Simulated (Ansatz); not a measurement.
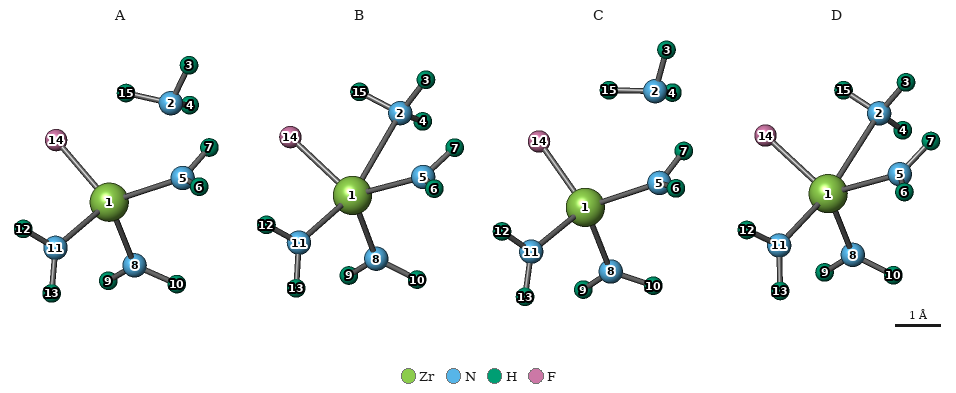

4 geometries from one relaxation of ZrN$_{4}$H$_{9}$F, in shuffled order. Style: ball-and-stick. Shown from a free direction.

The run prepares an end point of a later path (reaction) calculation, from a guessed geometry.

Level of theory: RKS PBE/def2-SVP (Ansatz 0.2.0). Settings: no spin polarisation; force threshold 0.03 eV/Å; at most 50 steps.

**Order the frames from highest to lowest energy.**

C, A, B, D. They are steps 0, 2, 4, 11, at +0.312 eV, +0.226 eV, +0.110 eV relative to the last. The energy falls by 0.312 eV in 11 geometry steps. Largest force component: 0.47 eV/Å at the start, 0.021 eV/Å at the end. H4 moves most after the best rigid fit: 0.89 Å. By element the largest moves are H 0.89 Å, N 0.60 Å, F 0.39 Å, Zr 0.34 Å. Near-neighbour distances that change, for instance: Zr1–H4 4.074 → 3.102 Å, Zr1–H3 4.143 → 3.189 Å, Zr1–N2 3.405 → 2.550 Å, Zr1–H15 3.143 → 2.948 Å. New bonds form, among them: Zr1–N2 (3.41 → 2.55 Å). Among the angles between lasting bonds that change: Zr1–N5–H7 111.9° → 128.7°, Zr1–N5–H6 137.4° → 122.8°, N11–Zr1–F14 108.0° → 98.0°. The run took 30 s on 4 threads of Arm Neoverse V2, with other jobs on the host, peak memory 0.21 GiB.
